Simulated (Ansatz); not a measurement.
# Run report: AlH₅SO₂, geometry relaxation (part 2 of 2)

Continued. System: AlH₅SO₂. Method: RKS BLYP-D4/6-31G* (Ansatz 0.2.0). It belongs to a series of runs on one base structure; here: end point A relaxed.

Geometry of the input (Å):
```
Al -0.0034  -0.4096  0.0917
H  -0.2618  -0.3877  1.6397
O  1.6349  -0.4807  -0.4327
H  1.8166  -0.4934  -1.3941
O  -1.2668  -0.5288  -1.0826
H  -2.1891  -0.5882  -0.7741
S  -0.1380  2.7335  1.5241
H  1.2179  2.7879  1.6641
H  -0.1917  1.4396  2.0268
```

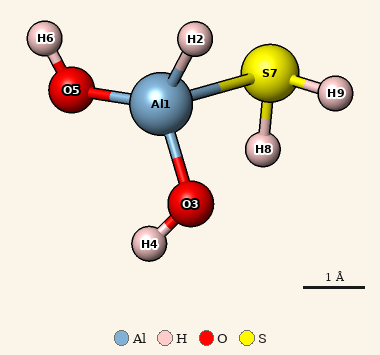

Fig. 1: The geometry at step 25 of the log (ball-and-stick view, seen at a tilt; atoms are numbered from 1 in the order of the input).

### Trajectory as extended XYZ, continued
```
9
Properties=species:S:1:pos:R:3:forces:R:3 step=11 energy=-21608.62372
Al   -0.0741   -0.3055    0.2371   -0.0564   0.0329   0.0370
H    -0.4090   -0.9876    1.6394    0.0122   0.0000  -0.0173
O     1.5988   -0.0975   -0.2091   -0.0367   0.0038   0.1081
H     1.7953   -0.1446   -1.1618    0.0288  -0.0024  -0.1102
O    -1.2154   -0.2768   -1.0771    0.0254  -0.0124   0.0114
H    -2.1215   -0.5805   -0.8800    0.0008  -0.0080  -0.0159
S    -0.1461    2.2579    1.1990    0.0212  -0.0211   0.0285
H     1.1984    2.2309    0.9907    0.0274   0.0220  -0.0394
H    -0.0079    1.9761    2.5248   -0.0228  -0.0149  -0.0023
9
Properties=species:S:1:pos:R:3:forces:R:3 step=12 energy=-21608.62571
Al   -0.0841   -0.2894    0.2423   -0.0345  -0.0056   0.0387
H    -0.4207   -0.9808    1.6392   -0.0015   0.0077  -0.0024
O     1.5900   -0.0774   -0.1968    0.0263  -0.0034  -0.0599
H     1.7908   -0.1476   -1.1504    0.0018   0.0029   0.0373
O    -1.2144   -0.2826   -1.0807    0.0275   0.0137  -0.0057
H    -2.1182   -0.5959   -0.8911   -0.0220  -0.0167  -0.0096
S    -0.1402    2.2551    1.2038    0.0103  -0.0011   0.0384
H     1.2021    2.2433    0.9740   -0.0030   0.0045  -0.0186
H     0.0132    1.9479    2.5228   -0.0050  -0.0020  -0.0183
9
Properties=species:S:1:pos:R:3:forces:R:3 step=13 energy=-21608.62657
Al   -0.0914   -0.2801    0.2465   -0.0146  -0.0101   0.0210
H    -0.4319   -0.9740    1.6407   -0.0067   0.0057   0.0056
O     1.5843   -0.0643   -0.1884    0.0283  -0.0063  -0.0788
H     1.7881   -0.1495   -1.1407   -0.0027   0.0049   0.0601
O    -1.2127   -0.2818   -1.0840   -0.0096   0.0047   0.0001
H    -2.1134   -0.6117   -0.9042    0.0096  -0.0018  -0.0123
S    -0.1397    2.2573    1.2138    0.0075  -0.0009   0.0327
H     1.1981    2.2469    0.9539   -0.0208  -0.0019  -0.0014
H     0.0372    1.9298    2.5252    0.0089   0.0057  -0.0271
9
Properties=species:S:1:pos:R:3:forces:R:3 step=14 energy=-21608.62763
Al   -0.1048   -0.2691    0.2544    0.0140  -0.0048  -0.0040
H    -0.4559   -0.9641    1.6443   -0.0111  -0.0049   0.0104
O     1.5747   -0.0458   -0.1700    0.0129  -0.0070  -0.0655
H     1.7856   -0.1487   -1.1190   -0.0045   0.0045   0.0601
O    -1.2085   -0.2768   -1.0910   -0.0718  -0.0229   0.0141
H    -2.1028   -0.6378   -0.9328    0.0704   0.0325  -0.0143
S    -0.1457    2.2596    1.2379    0.0607  -0.0129   0.0466
H     1.1795    2.2528    0.9060   -0.0847  -0.0069   0.0307
H     0.0964    1.9025    2.5332    0.0142   0.0225  -0.0782
9
Properties=species:S:1:pos:R:3:forces:R:3 step=15 energy=-21608.62864
Al   -0.1088   -0.2699    0.2587    0.0129   0.0031  -0.0024
H    -0.4659   -0.9669    1.6462   -0.0103  -0.0077   0.0046
O     1.5730   -0.0434   -0.1571    0.0034  -0.0041  -0.0375
H     1.7890   -0.1463   -1.1045   -0.0002   0.0022   0.0359
O    -1.2049   -0.2710   -1.0930   -0.0346  -0.0148   0.0103
H    -2.0983   -0.6358   -0.9434    0.0350   0.0213  -0.0074
S    -0.1565    2.2582    1.2495    0.0800  -0.0254   0.0546
H     1.1577    2.2575    0.8741   -0.0890  -0.0026   0.0296
H     0.1331    1.8902    2.5324    0.0030   0.0278  -0.0878
9
Properties=species:S:1:pos:R:3:forces:R:3 step=16 energy=-21608.62940
Al   -0.1176   -0.2818    0.2689    0.0242   0.0194   0.0244
H    -0.4928   -0.9924    1.6454   -0.0093  -0.0133  -0.0138
O     1.5701   -0.0448   -0.1201   -0.0155  -0.0044  -0.0045
H     1.8016   -0.1398   -1.0638    0.0063  -0.0067  -0.0029
O    -1.1936   -0.2576   -1.0989    0.0158   0.0005   0.0071
H    -2.0918   -0.6154   -0.9686   -0.0092   0.0038   0.0011
S    -0.1877    2.2386    1.2780    0.2579  -0.0495   0.1487
H     1.0938    2.2882    0.7899   -0.2015  -0.0085   0.0688
H     0.2365    1.8775    2.5323   -0.0688   0.0587  -0.2290
9
Properties=species:S:1:pos:R:3:forces:R:3 step=17 energy=-21608.63127
Al   -0.1121   -0.2754    0.2769   -0.0090  -0.0203  -0.0070
H    -0.4927   -0.9987    1.6452   -0.0030   0.0046  -0.0004
O     1.5775   -0.0538   -0.1114   -0.0089   0.0189  -0.0071
H     1.8092   -0.1515   -1.0553   -0.0048   0.0024   0.0219
O    -1.1852   -0.2448   -1.0929    0.0071   0.0017  -0.0033
H    -2.0872   -0.5933   -0.9632   -0.0030   0.0049   0.0005
S    -0.2039    2.2423    1.2861    0.1598  -0.0805   0.0805
H     1.0592    2.2967    0.7625   -0.1041   0.0083   0.0491
H     0.2537    1.8510    2.5149   -0.0343   0.0600  -0.1343
9
Properties=species:S:1:pos:R:3:forces:R:3 step=18 energy=-21608.63437
Al   -0.1149   -0.2966    0.2858    0.0119   0.0177   0.0090
H    -0.5105   -1.0388    1.6397   -0.0074  -0.0010  -0.0045
O     1.5768   -0.0639   -0.0819    0.0278  -0.0161  -0.0786
H     1.8194   -0.1488   -1.0254   -0.0161  -0.0036   0.0692
O    -1.1764   -0.2286   -1.0918   -0.0319  -0.0139  -0.0034
H    -2.0868   -0.5607   -0.9729    0.0282   0.0088  -0.0063
S    -0.2191    2.2050    1.2975   -0.0014   0.0076   0.0057
H     1.0056    2.3481    0.7155   -0.0229  -0.0030   0.0025
H     0.3244    1.8568    2.4964    0.0117   0.0036   0.0065
9
Properties=species:S:1:pos:R:3:forces:R:3 step=19 energy=-21608.62611 accepted=F
Al   -0.1035   -0.2636    0.2793   -0.2237  -0.1790   0.0811
H    -0.5290   -1.0297    1.6133    0.0591   0.0226   0.0178
O     1.5841   -0.0272   -0.0997   -0.1267   0.1325   0.4337
H     1.8228   -0.2109   -1.0183    0.1550  -0.0747  -0.4523
O    -1.1721   -0.2486   -1.0945   -0.0036   0.0765  -0.0720
H    -2.0879   -0.5706   -0.9860    0.1029   0.0149   0.0507
S    -0.2285    2.2075    1.3406   -0.0281  -0.0037  -0.0705
H     0.9700    2.3413    0.7089    0.0478   0.0472  -0.0230
H     0.3627    1.8745    2.5194    0.0172  -0.0362   0.0345
9
Properties=species:S:1:pos:R:3:forces:R:3 step=20 energy=-21608.63531
Al   -0.1132   -0.2944    0.2868   -0.0077  -0.0108   0.0166
H    -0.5159   -1.0440    1.6348   -0.0014   0.0022  -0.0022
O     1.5790   -0.0647   -0.0799    0.0053  -0.0006  -0.0108
H     1.8232   -0.1661   -1.0199    0.0026  -0.0045   0.0056
O    -1.1723   -0.2257   -1.0928   -0.0244   0.0022  -0.0108
H    -2.0844   -0.5541   -0.9780    0.0294   0.0061   0.0013
S    -0.2280    2.1988    1.3112    0.0237   0.0020   0.0006
H     0.9815    2.3628    0.7027   -0.0301   0.0027   0.0068
H     0.3486    1.8598    2.4980    0.0026   0.0007  -0.0072
9
Properties=species:S:1:pos:R:3:forces:R:3 step=21 energy=-21608.63639
Al   -0.1107   -0.3025    0.2947   -0.0210  -0.0221   0.0124
H    -0.5307   -1.0708    1.6276    0.0046   0.0091  -0.0043
O     1.5842   -0.0792   -0.0609   -0.0017   0.0005   0.0151
H     1.8350   -0.1902   -0.9976    0.0076  -0.0034  -0.0137
O    -1.1604   -0.2071   -1.0913   -0.0378   0.0067  -0.0108
H    -2.0782   -0.5238   -0.9875    0.0484   0.0058   0.0047
S    -0.2514    2.1736    1.3361    0.1932   0.0030   0.0080
H     0.9130    2.4154    0.6572   -0.1470  -0.0206   0.0766
H     0.4177    1.8572    2.4846   -0.0464   0.0209  -0.0881
9
Properties=species:S:1:pos:R:3:forces:R:3 step=22 energy=-21608.63734
Al   -0.1109   -0.3057    0.2960   -0.0110  -0.0078   0.0099
H    -0.5342   -1.0741    1.6277    0.0030   0.0061  -0.0047
O     1.5849   -0.0844   -0.0565   -0.0081  -0.0043   0.0231
H     1.8369   -0.1935   -0.9929    0.0093  -0.0036  -0.0201
O    -1.1587   -0.2015   -1.0908   -0.0290   0.0053  -0.0117
H    -2.0759   -0.5206   -0.9906    0.0365   0.0025   0.0053
S    -0.2534    2.1691    1.3410    0.1306  -0.0011   0.0092
H     0.8974    2.4291    0.6506   -0.0999  -0.0134   0.0520
H     0.4323    1.8541    2.4785   -0.0314   0.0161  -0.0630
9
Properties=species:S:1:pos:R:3:forces:R:3 step=23 energy=-21608.63949
Al   -0.1126   -0.3199    0.3039    0.0455   0.0200  -0.0244
H    -0.5520   -1.0991    1.6234   -0.0123   0.0048  -0.0019
O     1.5899   -0.1231   -0.0314   -0.0130  -0.0213  -0.0299
H     1.8479   -0.2146   -0.9695   -0.0137   0.0066   0.0451
O    -1.1474   -0.1714   -1.0902   -0.0021   0.0045   0.0095
H    -2.0627   -0.4985   -1.0066   -0.0001  -0.0066   0.0023
S    -0.2699    2.1406    1.3709    0.2176   0.0076   0.0077
H     0.8087    2.5092    0.6116   -0.1533  -0.0463   0.0991
H     0.5166    1.8492    2.4509   -0.0686   0.0307  -0.1076
9
Properties=species:S:1:pos:R:3:forces:R:3 step=24 energy=-21608.64076
Al   -0.1124   -0.3336    0.3096    0.0716   0.0669  -0.0537
H    -0.5747   -1.1138    1.6200   -0.0154  -0.0060  -0.0012
O     1.5965   -0.1629   -0.0085   -0.0474  -0.0386  -0.0118
H     1.8591   -0.2374   -0.9466   -0.0096   0.0108   0.0348
O    -1.1371   -0.1400   -1.0884    0.0277  -0.0063   0.0293
H    -2.0477   -0.4829   -1.0243   -0.0229  -0.0114   0.0017
S    -0.2799    2.1116    1.4037    0.3336   0.0370  -0.0158
H     0.7113    2.5898    0.5809   -0.2165  -0.1070   0.1814
H     0.6035    1.8417    2.4164   -0.1211   0.0546  -0.1647
9
Properties=species:S:1:pos:R:3:forces:R:3 step=25 energy=-21608.64396
Al   -0.1095   -0.3293    0.3093    0.0532  -0.0175  -0.0133
H    -0.5854   -1.1153    1.6118   -0.0063  -0.0050  -0.0001
O     1.6017   -0.1816   -0.0046   -0.0608  -0.0061   0.0236
H     1.8639   -0.2465   -0.9427    0.0020   0.0085  -0.0001
O    -1.1291   -0.1366   -1.0921    0.0056   0.0239   0.0162
H    -2.0432   -0.4716   -1.0284    0.0020  -0.0045   0.0060
S    -0.2830    2.0991    1.4264    0.1887   0.0232  -0.0340
H     0.6665    2.5914    0.5742   -0.1093  -0.0309   0.0905
H     0.6366    1.8629    2.4092   -0.0750   0.0084  -0.0888
9
Properties=species:S:1:pos:R:3:forces:R:3 step=26 energy=-21608.64676
Al   -0.1054   -0.3571    0.3231    0.0245   0.0326  -0.0500
H    -0.6160   -1.1664    1.6002    0.0222   0.0304   0.0028
O     1.6097   -0.2285    0.0314   -0.0321  -0.0506  -0.0021
H     1.8764   -0.2377   -0.9081    0.0034   0.0056   0.0189
O    -1.1149   -0.1032   -1.0757   -0.0551  -0.0107  -0.0111
H    -2.0337   -0.4315   -1.0294    0.0573   0.0046   0.0004
S    -0.2802    2.0627    1.4297    0.0574   0.0206   0.0500
H     0.5670    2.6740    0.5544   -0.0495  -0.0422  -0.0123
H     0.7156    1.8602    2.3375   -0.0281   0.0096   0.0033
9
Properties=species:S:1:pos:R:3:forces:R:3 step=27 energy=-21608.64907
Al   -0.1016   -0.3596    0.3248   -0.0070   0.0251  -0.0092
H    -0.6201   -1.1659    1.6007    0.0252   0.0102  -0.0100
O     1.6149   -0.2471    0.0387   -0.0286  -0.0375  -0.0209
H     1.8825   -0.2366   -0.9008    0.0031   0.0052   0.0316
O    -1.1084   -0.0826   -1.0719   -0.0395  -0.0102  -0.0144
H    -2.0262   -0.4141   -1.0332    0.0467   0.0028   0.0014
S    -0.2865    2.0510    1.4473    0.1083   0.0244   0.0060
H     0.5226    2.6600    0.5325   -0.0634  -0.0404   0.0416
H     0.7413    1.8674    2.3249   -0.0449   0.0203  -0.0261
9
Properties=species:S:1:pos:R:3:forces:R:3 step=28 energy=-21608.65024
Al   -0.0981   -0.3708    0.3265   -0.0084  -0.0037   0.0248
H    -0.6307   -1.1845    1.5918    0.0198   0.0052  -0.0183
O     1.6214   -0.2941    0.0508   -0.0116  -0.0221  -0.0910
H     1.8906   -0.2445   -0.8884   -0.0054   0.0014   0.0858
O    -1.0970   -0.0557   -1.0689   -0.0214   0.0075  -0.0029
H    -2.0149   -0.3870   -1.0431    0.0339  -0.0016   0.0023
S    -0.2866    2.0241    1.4743    0.2369   0.0921  -0.0277
H     0.4390    2.6782    0.5146   -0.1102  -0.0905   0.1315
H     0.7947    1.9068    2.3054   -0.1337   0.0117  -0.1045
9
Properties=species:S:1:pos:R:3:forces:R:3 step=29 energy=-21608.65166
Al   -0.0975   -0.3704    0.3283   -0.0015  -0.0048   0.0118
H    -0.6278   -1.1873    1.5916    0.0127   0.0065  -0.0098
O     1.6218   -0.3013    0.0506   -0.0243  -0.0169  -0.0365
H     1.8907   -0.2475   -0.8873    0.0069   0.0059   0.0380
O    -1.0953   -0.0497   -1.0664   -0.0108   0.0112  -0.0046
H    -2.0116   -0.3845   -1.0441    0.0148  -0.0062   0.0014
S    -0.2879    2.0273    1.4764    0.1407   0.0390  -0.0142
H     0.4304    2.6795    0.5153   -0.0626  -0.0475   0.0697
H     0.7957    1.9065    2.2987   -0.0758   0.0128  -0.0559
9
Properties=species:S:1:pos:R:3:forces:R:3 step=30 energy=-21608.65321
Al   -0.0967   -0.3820    0.3312    0.0224   0.0211   0.0050
H    -0.6282   -1.2052    1.5880   -0.0032  -0.0024  -0.0047
O     1.6230   -0.3319    0.0553   -0.0284  -0.0202  -0.0053
H     1.8939   -0.2467   -0.8789    0.0173   0.0075   0.0032
O    -1.0906   -0.0245   -1.0580    0.0012   0.0051   0.0068
H    -2.0031   -0.3692   -1.0505   -0.0067  -0.0088  -0.0021
S    -0.2847    2.0162    1.4847    0.0057  -0.0020   0.0044
H     0.3898    2.6823    0.5078   -0.0065  -0.0002  -0.0057
H     0.8151    1.9334    2.2835   -0.0019  -0.0001  -0.0016
9
Properties=species:S:1:pos:R:3:forces:R:3 step=31 energy=-21608.65400
Al   -0.0917   -0.3950    0.3407    0.0092   0.0305  -0.0460
H    -0.6338   -1.2355    1.5795   -0.0164  -0.0015   0.0044
O     1.6292   -0.3947    0.0677   -0.0030   0.0208  -0.1154
H     1.9041   -0.2455   -0.8601   -0.0154  -0.0133   0.1173
O    -1.0784    0.0244   -1.0401   -0.0025  -0.0213   0.0440
H    -1.9846   -0.3374   -1.0588    0.0125   0.0014  -0.0059
S    -0.2866    1.9990    1.5051    0.0898   0.0044  -0.0216
H     0.2988    2.6941    0.4879   -0.0287  -0.0402   0.0503
H     0.8615    1.9632    2.2409   -0.0455   0.0192  -0.0270
9
Properties=species:S:1:pos:R:3:forces:R:3 step=32 energy=-21608.65453
Al   -0.0925   -0.4028    0.3404    0.0343   0.0184  -0.0227
H    -0.6393   -1.2503    1.5717   -0.0223  -0.0107  -0.0017
O     1.6283   -0.4172    0.0676   -0.0106   0.0258  -0.1103
H     1.9062   -0.2366   -0.8535   -0.0093  -0.0214   0.1015
O    -1.0783    0.0432   -1.0338   -0.0037  -0.0168   0.0619
H    -1.9800   -0.3295   -1.0651    0.0195   0.0099  -0.0041
S    -0.2769    1.9853    1.5156    0.0252   0.0097  -0.0216
H     0.2752    2.6722    0.4772   -0.0101  -0.0032   0.0217
H     0.8757    2.0083    2.2429   -0.0230  -0.0118  -0.0246
9
Properties=species:S:1:pos:R:3:forces:R:3 step=33 energy=-21608.65511
Al   -0.0914   -0.4098    0.3434    0.0326   0.0448  -0.0236
H    -0.6456   -1.2641    1.5672   -0.0086  -0.0048  -0.0014
O     1.6294   -0.4215    0.0716   -0.0276  -0.0029  -0.0373
H     1.9091   -0.2297   -0.8448    0.0100  -0.0097   0.0320
O    -1.0780    0.0539   -1.0235   -0.0093  -0.0225   0.0365
H    -1.9773   -0.3235   -1.0623    0.0123   0.0061  -0.0067
S    -0.2743    1.9801    1.5093    0.0038   0.0014   0.0139
H     0.2648    2.6784    0.4730   -0.0025  -0.0083  -0.0048
H     0.8820    2.0088    2.2290   -0.0106  -0.0042  -0.0087
9
Properties=species:S:1:pos:R:3:forces:R:3 step=34 energy=-21608.65541
Al   -0.0894   -0.4059    0.3458    0.0125   0.0185  -0.0168
H    -0.6480   -1.2662    1.5639    0.0005  -0.0006   0.0008
O     1.6307   -0.4240    0.0717   -0.0345  -0.0013   0.0075
H     1.9115   -0.2293   -0.8428    0.0198  -0.0022  -0.0065
O    -1.0777    0.0608   -1.0183   -0.0058  -0.0096   0.0204
H    -1.9746   -0.3215   -1.0604    0.0065   0.0027  -0.0056
S    -0.2766    1.9804    1.5115    0.0015  -0.0128   0.0079
H     0.2586    2.6702    0.4680    0.0005   0.0021  -0.0074
H     0.8840    2.0079    2.2236   -0.0009   0.0031  -0.0003
9
Properties=species:S:1:pos:R:3:forces:R:3 step=35 energy=-21608.65545
Al   -0.0920   -0.4028    0.3449    0.0146   0.0254  -0.0047
H    -0.6478   -1.2624    1.5649    0.0002  -0.0018  -0.0013
O     1.6277   -0.4191    0.0700   -0.0244  -0.0070   0.0142
H     1.9120   -0.2346   -0.8454    0.0139   0.0023  -0.0104
O    -1.0842    0.0642   -1.0157    0.0514   0.0141   0.0138
H    -1.9708   -0.3364   -1.0689   -0.0557  -0.0199  -0.0072
S    -0.2750    1.9841    1.5142   -0.0024  -0.0190   0.0055
H     0.2632    2.6740    0.4723    0.0014   0.0035  -0.0085
H     0.8854    2.0057    2.2266    0.0011   0.0024  -0.0015
9
Properties=species:S:1:pos:R:3:forces:R:3 step=36 energy=-21608.65573
Al   -0.0898   -0.4037    0.3478    0.0056   0.0058  -0.0029
H    -0.6513   -1.2722    1.5591    0.0032   0.0010  -0.0007
O     1.6294   -0.4322    0.0731   -0.0183  -0.0007   0.0082
H     1.9172   -0.2337   -0.8384    0.0117  -0.0002  -0.0057
O    -1.0818    0.0794   -1.0077    0.0149   0.0037   0.0080
H    -1.9668   -0.3260   -1.0683   -0.0179  -0.0045  -0.0051
S    -0.2738    1.9757    1.5184    0.0113  -0.0064   0.0024
H     0.2394    2.6672    0.4644   -0.0029  -0.0007   0.0014
H     0.8962    2.0179    2.2148   -0.0075   0.0020  -0.0058
9
Properties=species:S:1:pos:R:3:forces:R:3 step=37 energy=-21608.65588
Al   -0.0881   -0.4054    0.3514   -0.0023  -0.0074   0.0030
H    -0.6561   -1.2862    1.5512    0.0054   0.0035  -0.0034
O     1.6305   -0.4502    0.0775   -0.0038   0.0038  -0.0087
H     1.9259   -0.2349   -0.8280    0.0024  -0.0037   0.0086
O    -1.0814    0.1053   -0.9938   -0.0293  -0.0166   0.0001
H    -1.9589   -0.3157   -1.0724    0.0277   0.0172  -0.0016
S    -0.2706    1.9638    1.5257    0.0397   0.0187  -0.0051
H     0.2032    2.6595    0.4549   -0.0119  -0.0146   0.0235
H     0.9142    2.0363    2.1964   -0.0279  -0.0008  -0.0165
9
Properties=species:S:1:pos:R:3:forces:R:3 step=38 energy=-21608.65594
Al   -0.0881   -0.4056    0.3512    0.0003  -0.0056   0.0029
H    -0.6555   -1.2861    1.5511    0.0031   0.0024  -0.0024
O     1.6305   -0.4508    0.0778   -0.0048   0.0021  -0.0039
H     1.9268   -0.2373   -0.8277    0.0035  -0.0015   0.0034
O    -1.0811    0.1056   -0.9940   -0.0185  -0.0112   0.0011
H    -1.9586   -0.3144   -1.0730    0.0163   0.0114  -0.0024
S    -0.2703    1.9636    1.5269    0.0153   0.0083  -0.0016
H     0.1998    2.6604    0.4562   -0.0057  -0.0057   0.0082
H     0.9151    2.0371    2.1945   -0.0095  -0.0002  -0.0053
```

### Key numbers

```csv
quantity,value
outcome,converged
total energy,−21608.6563 eV
mean-field energy,−21608.3004 eV
largest force (length of the vector) at the end,0.022 eV/Å
hardware,"1 thread of Arm Neoverse V1, 24 GiB of memory available, shared host"
wall time,1.8 min
peak memory,0.12 GiB
```
